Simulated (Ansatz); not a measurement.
## Geometry relaxation of Si$_{2}$H$_{6}$F$_{2}$ (part 2 of 2)

The same run, continued: Si$_{2}$H$_{6}$F$_{2}$; RKS PBE0-D4/def2-SVP (Ansatz 0.2.0). The input holds or restrains some coordinates. Forces given for the steps count only the free coordinates.

Geometry of the input (Å):
```
Si -0.8944  0.9036  0.1106
Si 0.7141  -1.0414  -0.2849
F  -1.8589  0.1054  1.1176
F  -1.6417  0.5880  -1.2792
H  -1.2677  2.2909  0.3208
H  1.9718  0.3086  0.6861
H  0.8330  0.8324  0.5796
H  -0.0717  -2.0966  -0.9939
H  1.4573  -0.3936  -1.3425
H  0.7581  -1.4974  1.0857
```

### Trajectory as extended XYZ, continued
```
10
Properties=species:S:1:pos:R:3:forces:R:3 step=7 energy=-21264.73944
Si   -1.0979    0.7806   -0.0044   -0.1452  -1.1333  -0.6343
Si    0.6688   -1.0293   -0.3647   -1.3788   0.3347  -0.4255
F    -1.8340    0.3766    1.3772   -0.0316   0.1004  -0.0304
F    -2.1947    0.6352   -1.1970    0.1667   0.0790   0.2292
H    -0.7105    2.2172    0.0719   -0.0692   0.0023  -0.0783
H     1.7209    0.3018    0.8470   -2.7333   1.8793  -0.2342
H     0.5929    0.7943    0.5872    4.1139  -1.3757   1.1617
H     0.2197   -2.1965   -1.2250    0.0354   0.0579   0.0352
H     1.7513   -0.3240   -1.1062    0.0214  -0.0200   0.0195
H     0.8833   -1.5560    1.0138    0.0207   0.0756  -0.0430
10
Properties=species:S:1:pos:R:3:forces:R:3 step=8 energy=-21264.74853
Si   -1.0961    0.7814   -0.0106   -0.1738  -1.1357  -0.6589
Si    0.6651   -1.0325   -0.3773   -1.3594   0.3818  -0.4437
F    -1.8018    0.4072    1.3954   -0.0451   0.0864  -0.0446
F    -2.2242    0.6213   -1.1736    0.2036   0.0675   0.2551
H    -0.7092    2.2193    0.0283   -0.0452   0.0011  -0.0789
H     1.7054    0.2837    0.8607   -2.7607   1.9378  -0.2002
H     0.5832    0.7954    0.6129    4.1366  -1.4190   1.1396
H     0.2392   -2.1953   -1.2523    0.0327   0.0493   0.0288
H     1.7676   -0.3190   -1.0843   -0.0045  -0.0218   0.0249
H     0.8707   -1.5615    1.0007    0.0157   0.0525  -0.0223
10
Properties=species:S:1:pos:R:3:forces:R:3 step=9 energy=-21264.76895
Si   -1.0791    0.7734   -0.0093   -0.5730  -1.0108  -0.6479
Si    0.6562   -1.0543   -0.4278   -1.3694   0.5861  -0.4169
F    -1.7303    0.5675    1.4726    0.1565   0.0315  -0.4787
F    -2.2942    0.5446   -1.0842    0.4010   0.0614   0.4318
H    -0.6947    2.2164   -0.1476    0.0106  -0.1867  -0.0142
H     1.6387    0.2119    0.9059   -2.7796   2.1930  -0.0131
H     0.5514    0.8199    0.7313    4.1510  -1.7048   0.9929
H     0.3202   -2.1926   -1.3641    0.0366   0.0472   0.0443
H     1.7939   -0.2791   -1.0201   -0.0756  -0.0476   0.0741
H     0.8378   -1.6078    0.9433    0.0420   0.0308   0.0279
10
Properties=species:S:1:pos:R:3:forces:R:3 step=10 energy=-21264.77988
Si   -1.0832    0.7737   -0.0128   -0.3228  -1.1865  -0.7933
Si    0.6472   -1.0569   -0.4390   -1.3719   0.6015  -0.3107
F    -1.7084    0.5850    1.4750    0.0196   0.0350  -0.2718
F    -2.3147    0.5454   -1.0618    0.3013   0.0650   0.3453
H    -0.6639    2.1951   -0.1822   -0.0123  -0.0346  -0.0121
H     1.6169    0.2054    0.9077   -2.8333   2.2305   0.0608
H     0.5299    0.8223    0.7648    4.2121  -1.7329   0.9185
H     0.3416   -2.1956   -1.3816    0.0190   0.0303   0.0323
H     1.7869   -0.2687   -1.0042   -0.0321  -0.0148   0.0407
H     0.8477   -1.6060    0.9338    0.0203   0.0065  -0.0097
10
Properties=species:S:1:pos:R:3:forces:R:3 step=11 energy=-21264.78705
Si   -1.0844    0.7659   -0.0080    0.0419  -1.2476  -0.8789
Si    0.6380   -1.0695   -0.4455   -1.4020   0.7026  -0.2370
F    -1.7126    0.6140    1.4738   -0.0682  -0.0014   0.0032
F    -2.3158    0.5470   -1.0408   -0.0029   0.0112   0.0853
H    -0.6373    2.1708   -0.2089    0.0117   0.0510   0.0008
H     1.5908    0.2028    0.9037   -2.8399   2.3393   0.1312
H     0.5175    0.8490    0.7895    4.2298  -1.8393   0.8907
H     0.3558   -2.1984   -1.3985    0.0071  -0.0257  -0.0078
H     1.7688   -0.2531   -0.9818    0.0238  -0.0054  -0.0149
H     0.8791   -1.6285    0.9164   -0.0014   0.0154   0.0274
10
Properties=species:S:1:pos:R:3:forces:R:3 step=12 energy=-21264.78802
Si   -1.0830    0.7606   -0.0027    0.1422  -1.1416  -0.9595
Si    0.6359   -1.0718   -0.4657   -1.3837   0.6466  -0.1226
F    -1.7170    0.6263    1.4770   -0.0439  -0.0353   0.0597
F    -2.3216    0.5531   -1.0242   -0.0879  -0.0136  -0.0028
H    -0.6231    2.1645   -0.2154   -0.0112  -0.0137   0.0208
H     1.5660    0.1940    0.9054   -2.8483   2.3986   0.2044
H     0.5055    0.8651    0.8188    4.2387  -1.8865   0.7914
H     0.3786   -2.2198   -1.4051   -0.0074   0.0260   0.0057
H     1.7781   -0.2638   -0.9961   -0.0103   0.0309   0.0196
H     0.8805   -1.6084    0.9079    0.0118  -0.0115  -0.0168
10
Properties=species:S:1:pos:R:3:forces:R:3 step=13 energy=-21264.79055
Si   -1.0757    0.7611   -0.0111    0.0313  -1.2413  -0.9136
Si    0.6319   -1.0820   -0.4734   -1.3217   0.7565  -0.1751
F    -1.6892    0.6211    1.4788   -0.0367  -0.0085   0.0251
F    -2.3402    0.5587   -1.0054   -0.0064   0.0066   0.0187
H    -0.6194    2.1676   -0.2298   -0.0069  -0.0500   0.0158
H     1.5330    0.1787    0.9216   -2.7918   2.5541   0.1306
H     0.5073    0.8993    0.8158    4.1627  -2.0343   0.8741
H     0.3949   -2.2311   -1.4174   -0.0101   0.0467   0.0282
H     1.7770   -0.2592   -0.9822   -0.0205  -0.0381   0.0102
H     0.8803   -1.6142    0.9031    0.0002   0.0083  -0.0141
10
Properties=species:S:1:pos:R:3:forces:R:3 step=14 energy=-21264.79324
Si   -1.0713    0.7562   -0.0158   -0.0966  -1.4036  -0.8912
Si    0.6370   -1.0863   -0.4779   -1.3795   0.8373  -0.1936
F    -1.6803    0.6017    1.4761    0.0007   0.0040  -0.0027
F    -2.3496    0.5708   -0.9989    0.0593   0.0156   0.0322
H    -0.6168    2.1622   -0.2210    0.0257   0.0129   0.0041
H     1.5028    0.1749    0.9387   -2.7320   2.7097   0.0434
H     0.5128    0.9387    0.8003    4.1170  -2.1547   0.9905
H     0.3909   -2.2332   -1.4169   -0.0077   0.0017   0.0098
H     1.7881   -0.2754   -0.9863    0.0050  -0.0310  -0.0011
H     0.8863   -1.6098    0.9016    0.0080   0.0080   0.0086
10
Properties=species:S:1:pos:R:3:forces:R:3 step=15 energy=-21264.80171
Si   -1.0415    0.7369   -0.0226   -0.8897  -2.0636  -1.2165
Si    0.6609   -1.1041   -0.5118   -1.5263   1.0058  -0.2982
F    -1.6378    0.5312    1.4698    0.1235   0.0333   0.0184
F    -2.3952    0.6265   -0.9548    0.7022   0.0674   0.3218
H    -0.5852    2.1357   -0.1938    0.1634   0.2465  -0.0224
H     1.3062    0.1538    1.0206   -2.2809   3.3443  -0.3763
H     0.5331    1.1077    0.7469    3.5808  -2.6026   1.4669
H     0.3957   -2.2663   -1.4201   -0.0234  -0.0183   0.0347
H     1.8383   -0.3451   -1.0174    0.0968   0.0207  -0.0475
H     0.9256   -1.5764    0.8830    0.0537  -0.0336   0.1192
10
Properties=species:S:1:pos:R:3:forces:R:3 step=16 energy=-21264.81594
Si   -1.0298    0.7299   -0.0211   -0.9164  -2.2026  -1.2844
Si    0.6698   -1.1105   -0.5219   -1.5424   1.0017  -0.3215
F    -1.6249    0.5192    1.4710    0.1167   0.0375   0.0271
F    -2.3942    0.6352   -0.9445    0.7604   0.0815   0.3557
H    -0.5623    2.1255   -0.1912    0.1792   0.2550  -0.0218
H     1.2256    0.1553    1.0388   -2.1136   3.5197  -0.4318
H     0.5256    1.1615    0.7557    3.3619  -2.7002   1.5164
H     0.3895   -2.2799   -1.4209   -0.0165   0.0372   0.0742
H     1.8482   -0.3606   -1.0385    0.1014   0.0185  -0.0395
H     0.9525   -1.5757    0.8725    0.0695  -0.0483   0.1255
10
Properties=species:S:1:pos:R:3:forces:R:3 step=17 energy=-21264.83770
Si   -1.0148    0.7191   -0.0178   -0.9694  -2.3419  -1.3822
Si    0.6786   -1.1235   -0.5315   -1.4857   0.9752  -0.2879
F    -1.6112    0.5102    1.4723    0.0859   0.0307   0.0807
F    -2.3961    0.6509   -0.9271    0.8747   0.0754   0.4041
H    -0.5250    2.1049   -0.1939    0.2069   0.2963  -0.0329
H     1.1276    0.1700    1.0408   -1.9467   3.7029  -0.4099
H     0.5051    1.2316    0.7799    3.0886  -2.7856   1.4551
H     0.3867   -2.2967   -1.4270   -0.0324   0.1122   0.1161
H     1.8570   -0.3779   -1.0516    0.1145   0.0283  -0.0637
H     0.9920   -1.5888    0.8558    0.0635  -0.0934   0.1205
10
Properties=species:S:1:pos:R:3:forces:R:3 step=18 energy=-21264.87509
Si   -1.0009    0.7078   -0.0098   -0.8736  -2.4889  -1.3591
Si    0.6948   -1.1317   -0.5271   -1.4838   0.9195  -0.2785
F    -1.6102    0.4979    1.4760    0.0846   0.0506   0.0273
F    -2.3759    0.6489   -0.9295    0.8406   0.0885   0.4383
H    -0.4961    2.0885   -0.1837    0.2301   0.3238  -0.0363
H     1.0478    0.2024    1.0359   -1.7920   3.8141  -0.3829
H     0.4861    1.3016    0.7935    2.8263  -2.7791   1.4057
H     0.3536   -2.2913   -1.4258   -0.0171   0.1498   0.1340
H     1.8701   -0.4000   -1.0732    0.1135   0.0324  -0.0490
H     1.0305   -1.6242    0.8437    0.0714  -0.1107   0.1005
10
Properties=species:S:1:pos:R:3:forces:R:3 step=19 energy=-21264.92065
Si   -0.9697    0.6928    0.0024   -0.9969  -2.4431  -1.4354
Si    0.7120   -1.1560   -0.5275   -1.2817   0.7504  -0.2553
F    -1.5869    0.4929    1.4817   -0.0488   0.0157   0.1768
F    -2.3760    0.6642   -0.8948    1.1385   0.0236   0.5561
H    -0.4290    2.0500   -0.1982    0.2092   0.4716  -0.1428
H     0.8941    0.2556    0.9961   -1.4747   3.7683  -0.1588
H     0.4335    1.4169    0.8484    2.3092  -2.8194   1.0025
H     0.3465   -2.3070   -1.4469   -0.0452   0.3538   0.2416
H     1.8845   -0.4269   -1.0727    0.1511   0.0791  -0.1207
H     1.0910   -1.6827    0.8113    0.0393  -0.2000   0.1359
10
Properties=species:S:1:pos:R:3:forces:R:3 step=20 energy=-21265.00541
Si   -0.9355    0.6689    0.0426   -0.3245  -1.9215  -1.1683
Si    0.7574   -1.1702   -0.4852   -1.2895   0.4879  -0.3391
F    -1.6048    0.5238    1.5054   -0.1359  -0.0080   0.1433
F    -2.2944    0.6076   -0.8956    0.6514  -0.0631   0.4245
H    -0.3686    2.0108   -0.2261    0.0452   0.4309  -0.2969
H     0.7263    0.3388    0.9531   -0.8125   3.2697   0.1946
H     0.3802    1.5463    0.8840    1.6549  -2.6918   0.6891
H     0.2511   -2.2323   -1.4611    0.0938   0.4357   0.3446
H     1.9045   -0.4441   -1.0881    0.1326   0.0745  -0.0441
H     1.1839   -1.8497    0.7709   -0.0155  -0.0142   0.0522
10
Properties=species:S:1:pos:R:3:forces:R:3 step=21 energy=-21265.04485
Si   -0.9248    0.6655    0.0587    0.2857  -1.1603  -1.0225
Si    0.7836   -1.1479   -0.5067   -1.3506   0.4567  -0.1416
F    -1.5895    0.6104    1.5357   -0.2476  -0.1223   0.0009
F    -2.2659    0.5013   -0.8687    0.2870  -0.0828   0.2563
H    -0.3916    2.0199   -0.3415    0.0033  -0.2120   0.0101
H     0.6765    0.2873    1.0018   -0.7086   3.4792  -0.0026
H     0.3871    1.5100    0.9389    1.5108  -2.6259   0.6854
H     0.1978   -2.1472   -1.4905    0.2083   0.2637   0.2719
H     1.9674   -0.4477   -1.0892   -0.0297   0.0209   0.0420
H     1.1594   -1.8516    0.7613    0.0414  -0.0171  -0.1000
10
Properties=species:S:1:pos:R:3:forces:R:3 step=22 energy=-21265.07110
Si   -0.8987    0.6925    0.0888    0.4308  -1.0353  -0.9214
Si    0.7469   -1.1707   -0.5004   -0.8574   0.7121   0.0588
F    -1.6211    0.6387    1.5447   -0.0119  -0.0420  -0.1941
F    -2.1771    0.3927   -0.8812    0.0152   0.0122   0.1732
H    -0.4057    2.0560   -0.3780   -0.1741  -0.4928   0.1209
H     0.7340    0.3401    0.9364   -1.1136   3.2858   0.4137
H     0.3715    1.5416    1.0241    1.6723  -2.5492   0.3155
H     0.1747   -2.1291   -1.5087    0.0437   0.1657   0.1115
H     1.9266   -0.4319   -1.0543   -0.0063  -0.1073   0.0020
H     1.1489   -1.9299    0.7285    0.0012   0.0508  -0.0799
10
Properties=species:S:1:pos:R:3:forces:R:3 step=23 energy=-21265.11194
Si   -0.8453    0.7270    0.1367   -0.2773  -0.6911  -0.7822
Si    0.7646   -1.1529   -0.4965   -0.5109   0.4961   0.0341
F    -1.6515    0.7219    1.5483   -0.0601  -0.0651  -0.0712
F    -2.0798    0.2499   -0.8306    0.1205  -0.0278   0.1498
H    -0.4285    2.0200   -0.4714    0.0303  -0.1199  -0.0576
H     0.5766    0.3514    0.9349   -0.0497   2.5991   0.4575
H     0.3923    1.5837    1.1080    0.8330  -2.3584   0.0940
H     0.1083   -2.0163   -1.5302   -0.0308   0.1091   0.0952
H     1.9800   -0.4942   -1.0630   -0.0194   0.0569   0.0061
H     1.1833   -1.9906    0.6636   -0.0355   0.0011   0.0743
10
Properties=species:S:1:pos:R:3:forces:R:3 step=24 energy=-21265.13399
Si   -0.8349    0.7300    0.1372   -0.0924  -0.7877  -0.6947
Si    0.7705   -1.1512   -0.5035   -0.5103   0.6207   0.2137
F    -1.6554    0.7249    1.5400   -0.0800  -0.0642  -0.0493
F    -2.0501    0.2036   -0.8291    0.0722   0.0051   0.1233
H    -0.4202    2.0007   -0.5053    0.0076  -0.0370  -0.0270
H     0.6211    0.3681    0.9165   -0.4513   2.5018   0.5296
H     0.3623    1.5730    1.1692    1.0334  -2.2265  -0.1218
H     0.0596   -1.9766   -1.5268    0.0189   0.0474   0.0561
H     1.9846   -0.4903   -1.0713   -0.0028  -0.0265  -0.0105
H     1.1625   -1.9823    0.6731    0.0046  -0.0331  -0.0195
10
Properties=species:S:1:pos:R:3:forces:R:3 step=25 energy=-21265.13894
Si   -0.8271    0.7449    0.1363   -0.0533  -0.8431  -0.4894
Si    0.7731   -1.1428   -0.4983   -0.4107   0.5810   0.2438
F    -1.6725    0.7184    1.5246   -0.0066   0.0077   0.0072
F    -2.0305    0.1799   -0.8182    0.0302   0.0082  -0.0451
H    -0.4179    2.0027   -0.5321    0.0065  -0.0337   0.0068
H     0.6273    0.3782    0.9202   -0.5544   2.3938   0.4945
H     0.3503    1.5723    1.2031    1.0124  -2.1238  -0.2000
H     0.0333   -1.9498   -1.5098   -0.0152   0.0134   0.0019
H     1.9902   -0.5067   -1.0862    0.0024  -0.0104  -0.0091
H     1.1737   -1.9970    0.6603   -0.0114   0.0070  -0.0105
10
Properties=species:S:1:pos:R:3:forces:R:3 step=26 energy=-21265.14006
Si   -0.8274    0.7420    0.1448   -0.0222  -0.7857  -0.5321
Si    0.7781   -1.1385   -0.4977   -0.4310   0.5542   0.2465
F    -1.6879    0.7208    1.5241    0.0485  -0.0015  -0.0143
F    -2.0166    0.1663   -0.8220    0.0134   0.0003  -0.0108
H    -0.4135    1.9914   -0.5322   -0.0086   0.0071  -0.0078
H     0.6318    0.3859    0.9173   -0.5800   2.3189   0.5208
H     0.3482    1.5765    1.2081    0.9810  -2.0929  -0.2004
H     0.0165   -1.9310   -1.5048    0.0034   0.0052   0.0052
H     1.9972   -0.5155   -1.0956   -0.0061   0.0003   0.0030
H     1.1735   -1.9979    0.6579    0.0015  -0.0059  -0.0102
10
Properties=species:S:1:pos:R:3:forces:R:3 step=27 energy=-21265.14028
Si   -0.8275    0.7448    0.1424    0.0339  -0.8063  -0.5391
Si    0.7766   -1.1390   -0.4940   -0.4193   0.5592   0.2274
F    -1.6773    0.7092    1.5263   -0.0203   0.0077   0.0050
F    -2.0140    0.1669   -0.8255   -0.0068   0.0100  -0.0038
H    -0.4190    1.9977   -0.5332   -0.0143  -0.0081  -0.0007
H     0.6303    0.3899    0.9161   -0.5551   2.3240   0.5068
H     0.3475    1.5812    1.2049    0.9873  -2.0932  -0.1982
H     0.0156   -1.9284   -1.5036   -0.0025   0.0023   0.0004
H     1.9969   -0.5183   -1.0911    0.0004   0.0005   0.0013
H     1.1708   -2.0041    0.6575   -0.0033   0.0038   0.0009
```

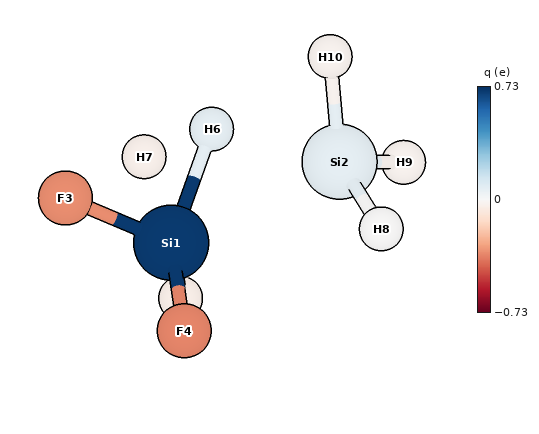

Mulliken charges, as the colour of each atom (ball-and-stick view, seen at a tilt; atoms are numbered from 1 in the order of the input). By element: Si +0.07 to +0.70, F −0.35 to −0.34 and H −0.04 to +0.07 e.
